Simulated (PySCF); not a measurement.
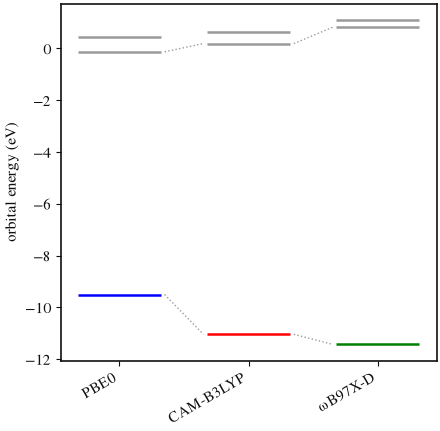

Frontier orbital energies of C₃H₆F₂ (2,2-difluoropropane), SMILES CC(C)(F)F at one geometry, aug-cc-pVTZ, PySCF 2.14.0, at a PBE0-D3(BJ)/def2-TZVP geometry (no frequency check). Empty levels are grey, levels within 0.1 eV stand side by side; all columns show the same few orbitals around the gap. Dotted lines join the HOMOs and the LUMOs.

> How do the frontier levels move from column to column?

The separation grows from 9.38 eV (PBE0) to 12.25 eV (ωB97X-D).

| level | HOMO (eV) | LUMO (eV) | separation (eV) |
| --- | --- | --- | --- |
| PBE0 | −9.51 | −0.13 | 9.38 |
| CAM-B3LYP | −11.04 | 0.19 | 11.23 |
| ωB97X-D | −11.43 | 0.82 | 12.25 |

Caveats, for all or some of the runs: empty levels above zero depend strongly on the basis.
